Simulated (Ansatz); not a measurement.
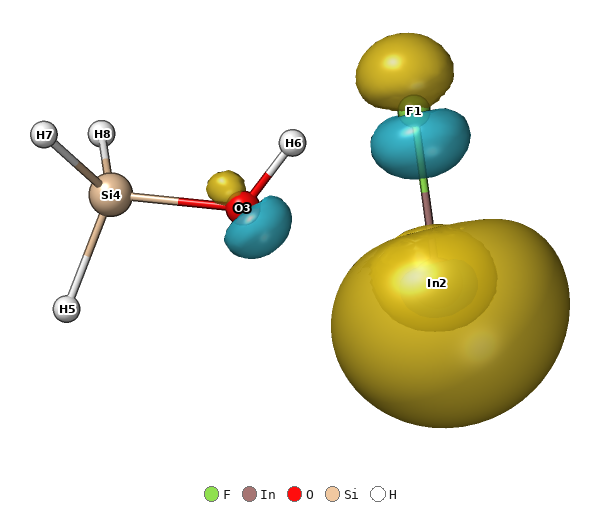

*FH4InOSi. One frontier orbital at ±0.15 Å⁻³ᐟ² (yellow and cyan are the two phases), seen at a tilt.*

Geometry: B3LYP-D3(BJ)/def2-SVP; core potentials replace the inner electrons of In.

Computed with Ansatz, isolated molecule in a Gaussian basis; Kohn-Sham density functional theory, functional PBE0.

```xyz
8

F     0.5456    0.5262    1.8470
In    2.3719    0.8853    0.8827
O     0.5161   -0.4295   -0.4112
Si   -0.3668   -1.2907   -1.5382
H     0.4975   -1.4213   -2.7419
H     0.1600   -0.1988    0.4974
H    -0.7220   -2.6496   -1.0327
H    -1.6261   -0.5787   -1.9060
```

Which orbital is it: HOMO or LUMO?

The HOMO, at −7.57 eV. Its weight (Hirshfeld) is mainly on In2 (about 80 %) and F1 (about 20 %).
